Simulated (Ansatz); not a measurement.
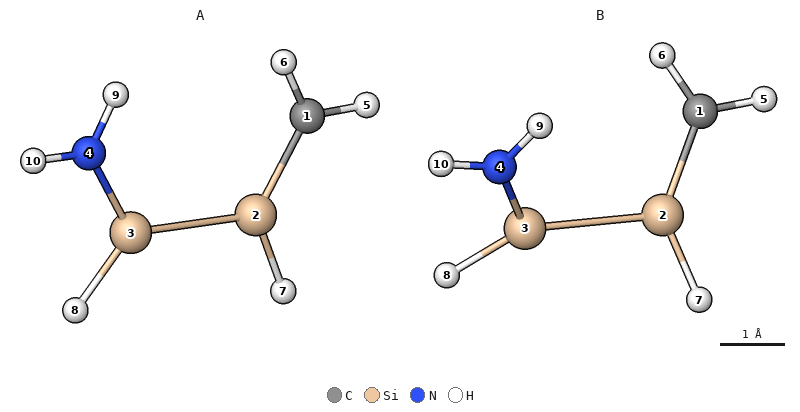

Two geometries of CH$_{6}$NSi$_{2}$ (charge +1), drawn at one scale. One is the start of a relaxation, the other its converged end. A ball-and-stick model, seen at a tilt.

These are results of Ansatz, RKS PBE-D4/6-31G, not measurements. Set-up: no spin polarisation; force threshold 0.02 eV/Å; at most 40 steps.

### Which of the two is the end point?

Structure A is the relaxed one. The run prepares the start of a later molecular dynamics calculation, from a guessed geometry. Over 11 accepted moves (14 points after the start) the energy falls by 0.237 eV. The largest force component goes from 0.89 to 0.02 eV/Å. The line search rejected the trial steps at points 1, 7, 11 of the run. The largest move after the best rigid fit is that of H8, 0.89 Å. By element the largest moves are H 0.89 Å, N 0.30 Å, Si 0.24 Å, C 0.24 Å. Near-neighbour distances that change, for instance: Si3–H8 1.460 → 1.500 Å, Si3–N4 1.683 → 1.722 Å, Si2–H7 1.461 → 1.495 Å, C1–H5 1.078 → 1.096 Å. Among the angles between lasting bonds that change: Si2–Si3–H8 140.1° → 127.3°, N4–Si3–H8 103.9° → 110.7°, C1–Si2–H7 133.9° → 127.3°. Groups turn about Si2–Si3 by about 45°.
